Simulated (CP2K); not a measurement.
Consider boryloxirane at its PBE geometry (Å).

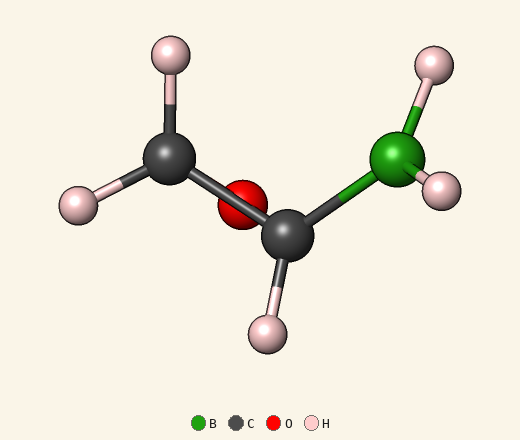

The molecule (boron green, carbon dark grey, oxygen red, hydrogen pink).

```xyz
9

B     1.3898   -0.0437    0.0238
C    -0.0137   -0.3475   -0.5055
C    -1.1335    0.2405    0.3233
O    -0.8695    0.7640   -0.9650
H     1.7128    1.0900    0.2306
H     2.1315   -0.9467    0.2876
H    -0.2789   -1.2955   -0.9839
H    -2.0367   -0.3678    0.4286
H    -0.9017    0.9067    1.1606
```

Method: CP2K XAS_TDP, all-electron GAPW, PBEh(45%), aug-cc-pVDZ, TDA, GW2X-corrected core level, no relativity.

**Question.** Predict the bright core excitations at the B K edge.

Leading lines: B1 191.33 eV. The leading line of an atom is its first one with 35 % of the strongest within 2.5 eV of its lowest line over the strength cut. Core ionisation energies at this level: B1 198.52 eV.

The first six lines of each atom with a strength over 0.0015:

```csv
atom,energy (eV),states,"strength, one atom",above the computed threshold
B1 (bonded to C and 2 H),191.33,1,0.0733,
,196.92,1,0.0059,
,197.28,1,0.0111,
,197.54,1,0.0033,
,197.71,1,0.0050,
,198.16,1,0.0028,
```

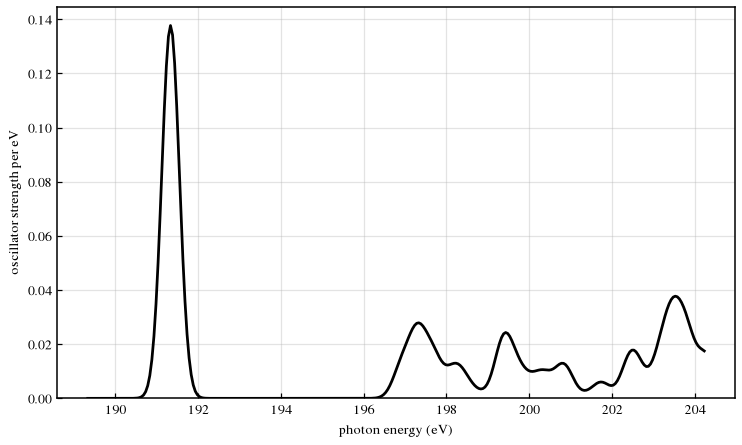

All atoms added, broadened by 0.5 eV.

Lines are vertical, at one geometry, with no vibrational structure. GW2X ionisation energies and lines can be off by 1 to 2 eV either way, and a good line position may hide errors that cancel. These values hold no scalar relativity. Rydberg lines, and the discretised continuum above threshold, depend on the basis and the box.

[Banner, clock and machine lines of the logs are left out without a mark of their own.]

[Logs are printed without paths, hosts, clocks, repeated set-up lines and the standing remarks that a program may print on its own settings, such as how far it seeks lower states.]

[Hosts, paths, dates, database ids (printed as entryN), source tags and the programs' standing remarks are cut or masked in the printed files.]
